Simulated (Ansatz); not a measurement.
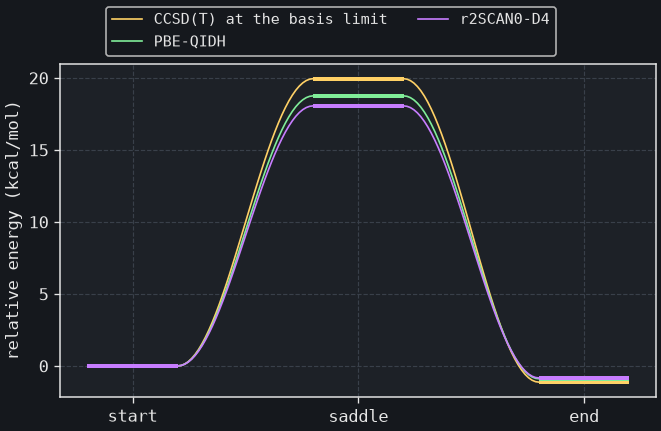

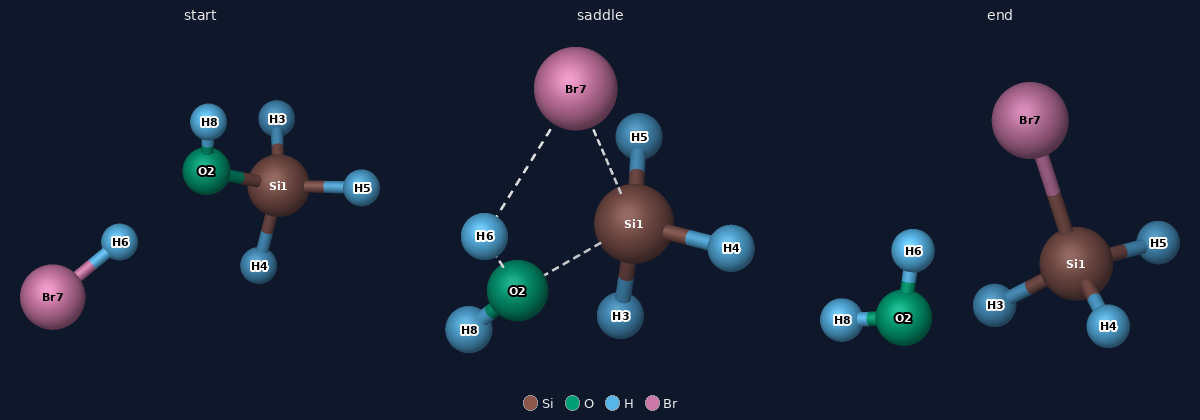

One elementary step of SiH₅OBr: start, first-order saddle point (changing pairs dashed) and end. Electronic energies at PBE0-D4/def2-TZVP geometries, energies in def2-TZVPP, the Ansatz code; cores frozen in correlated methods, no zero-point terms. Start and end are the structures at the ends of the path (complexes, where there are several molecules). On heavy atoms the filled d shell below the valence is correlated. The limit is the MP2 basis limit plus CCSD(T) less MP2 in triple zeta. Lines between the levels only guide the eye.

Q: Which bonds change in the step?

A: Si1–Br7 (4.50 → 2.51 → 2.24 Å) and O2–H6 (1.87 → 0.99 → 0.96 Å) form; Si1–O2 (1.66 → 1.93 → 3.19 Å) and H6–Br7 (1.44 → 2.22 → 2.79 Å) break (lengths at start, saddle and end; changes of bond order aren't listed). The imaginary mode at the saddle is 198.8i cm⁻¹ (PBE0-D4).

Q: Is the step uphill or downhill with CCSD(T) at the basis limit?

A: Downhill by 1.1 kcal/mol in electronic energy, over a barrier of 19.9 kcal/mol.

Q: What are the heights of saddle and end over the start, in kcal/mol?

A:
| level | barrier | reverse barrier | step energy |
| --- | --- | --- | --- |
| CCSD(T) at the basis limit | 19.9 | 21.1 | −1.1 |
| PBE-QIDH | 18.8 | 19.6 | −0.9 |
| r2SCAN0-D4 | 18.1 | 18.9 | −0.8 |

Limits of at least one run: no scalar relativity up to krypton.
